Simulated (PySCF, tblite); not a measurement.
# C₄H₁₆N₂OSi₂: geometry, infrared bands and NMR shifts

Wanted: the infrared bands and NMR shifts of C₄H₁₆N₂OSi₂ (`CC[SiH2]O[Si@@H](N)N(C)C`), by calculation.

Computed with tblite 0.8.0 and PySCF 2.14.0, with density-fitted response routines of our own, on a single molecule in the gas phase. Atoms are numbered from 0 throughout.

## Step 1: The molecule as given

25 atoms, charge 0, multiplicity 1; geometry from: force field or distance geometry start.

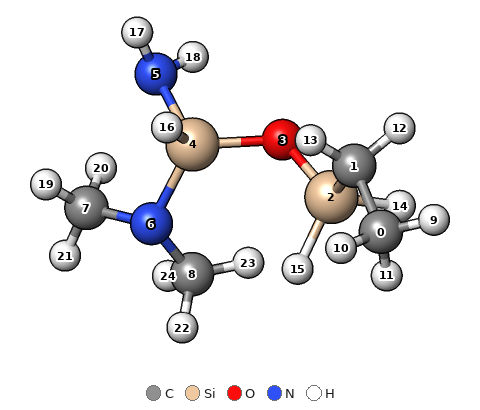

As it starts; carbon grey, silicon light orange, oxygen red, nitrogen blue, hydrogen white, atoms numbered; sticks join atoms by distance.

## Step 2: Geometry optimisation with GFN2-xTB

Job settings and geometry (Å):

```
{"job": {"kind": "relax", "xc": "GFN2-xTB", "basis": "xTB"}, "charge": 0, "multiplicity": 1}
C      3.921100    -0.651300     0.325700
C      2.972400     0.570400     0.378200
Si     1.565000     0.210200    -0.748300
O      0.213600     1.219200    -0.588000
Si    -0.960100     0.767300     0.540100
N     -2.204900     2.073000     0.556200
N     -1.798700    -0.731100     0.270100
C     -3.217800    -0.563300     0.557700
C     -1.691600    -1.354800    -1.012400
H      4.915100    -0.304400     0.051400
H      3.865900    -1.226000     1.261300
H      3.538700    -1.289100    -0.513100
H      3.577100     1.417200     0.026500
H      2.698300     0.771100     1.416600
H      2.049700     0.437900    -2.135400
H      1.168200    -1.217100    -0.681900
H     -0.430800     0.741000     1.930700
H     -2.103300     2.646300     1.425800
H     -2.152500     2.639400    -0.295200
H     -3.372600    -0.409200     1.628500
H     -3.554200     0.338300     0.013900
H     -3.831800    -1.415100     0.182700
H     -1.483500    -2.431000    -0.824200
H     -0.990300    -0.914600    -1.706100
H     -2.704100    -1.300100    -1.494200
```

The run is started by

```
$ OMP_NUM_THREADS=1 python probes_run.py task.json out
```

One launch serves the whole session: the jobs run in the order shown.

**Question.** This job is followed by: GFN2-xTB harmonic vibrations, gas phase; GIAO PBE0/pcSseg-1 NMR shielding, non-relativistic, gas phase. What will the session give for the following? strongest single infrared mode (GFN2-xTB); zero-point energy (GFN2-xTB); 13C shifts against TMS (PBE0/pcSseg-1, means over atoms taken as alike); 1H shifts against TMS (PBE0/pcSseg-1, means over atoms taken as alike); 29Si shifts against TMS (PBE0/pcSseg-1); 17O shifts against H2O (PBE0/pcSseg-1); 15N shifts against NH3 (PBE0/pcSseg-1).

**Answer**, as computed:

```
                                                               quantity                                               value
                              strongest single infrared mode (GFN2-xTB)                               1105 cm⁻¹, 661 km/mol
                                           zero-point energy (GFN2-xTB)                                      126.1 kcal/mol
13C shifts against TMS (PBE0/pcSseg-1, means over atoms taken as alike)                                 39.0, 12.0, 6.6 ppm
 1H shifts against TMS (PBE0/pcSseg-1, means over atoms taken as alike)  5.18, 5.09, 4.71, 2.67, 1.08, 1.01, 0.97, 0.55 ppm
                                29Si shifts against TMS (PBE0/pcSseg-1)                                    -24.2, -48.2 ppm
                                 17O shifts against H2O (PBE0/pcSseg-1)                                            68.8 ppm
                                 15N shifts against NH3 (PBE0/pcSseg-1)                                      33.2, 29.6 ppm
```

**Reading.** Relaxing lowered the energy by 1.447 eV in 206 steps; the close pair that moved most is Si2–O3, from 1.694 to 1.612 Å. The lowest mode is slightly imaginary (4i cm⁻¹), a soft motion within the noise of the Hessian, so the minimum is not strictly shown. The strongest single mode, at 1105 cm⁻¹, moves mainly O3. GFN2-xTB is a fitted tight-binding method: band positions and strengths are rough. Its intensities can rank the bands wrongly. C7, C8 (mean) (methyl carbon bonded to N) lies farthest downfield among carbon, at 39.0 ppm; pulled downfield by the heteroatom. At PBE0/pcSseg-1: The widest tensor belongs to Si2: span 94 ppm, with a paramagnetic part of -511 ppm.
